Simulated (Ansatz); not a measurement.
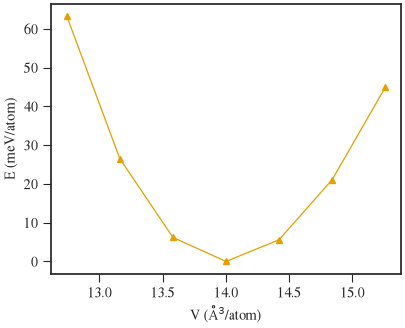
Fig. 1. Sr₂MoO₄ in space group I4/mmm (No. 139; Sr on 4e, Mo on 2a, O on 4c, O on 4e) under volume change, r²SCAN (plane waves, PAW; program Ansatz), shape and atoms relaxed at each volume.

Q: What does a third-order Birch–Murnaghan fit give for V₀, B₀ and B′?

A: V₀ = 14.00 Å³/atom, B₀ = 149 GPa, B′ = 4.7.

The workflow started from a Materials Project entry (that database holds measured and hypothetical structures alike); the Crystallography Open Database copy checked does not list it. Whether it is the stable phase at ambient conditions was not checked. The cell was relaxed with r²SCAN under the symmetry of its start; its stability against distortions is not shown here. No spin polarisation was allowed. No Hubbard U is applied.

Potentials: the later of the program's two PAW sets.
